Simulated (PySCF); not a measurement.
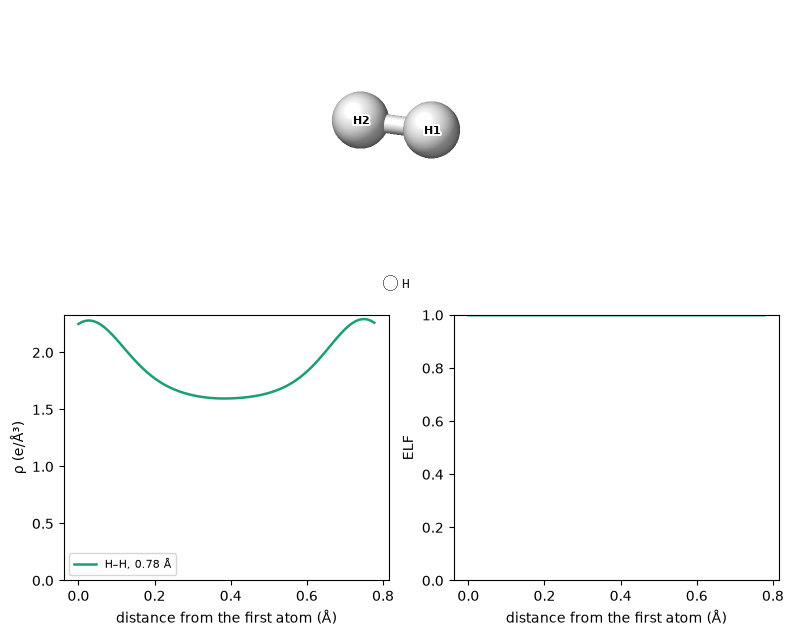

H2 (charge −1, doublet). Total electron density and electron localisation function along straight lines between neighbouring atoms. The curves leave out the atomic cores. The structure is drawn too.

Method: PBE0/aug-cc-pVDZ-DK/X2C, spin-free X2C-1e, Gaussian nucleus, at a bond length of 0.777 Å in PySCF 2.14.0.

```csv
atom,x (Å),y (Å),z (Å)
H,0.0000,0.0000,-0.3885
H,0.0000,0.0000,0.3885
```

Question: What can be read from the curves?

Answer: H–H (0.78 Å): ρ at the midpoint is about 1.6 e/Å³; the ELF peaks at about 1 between the atoms.
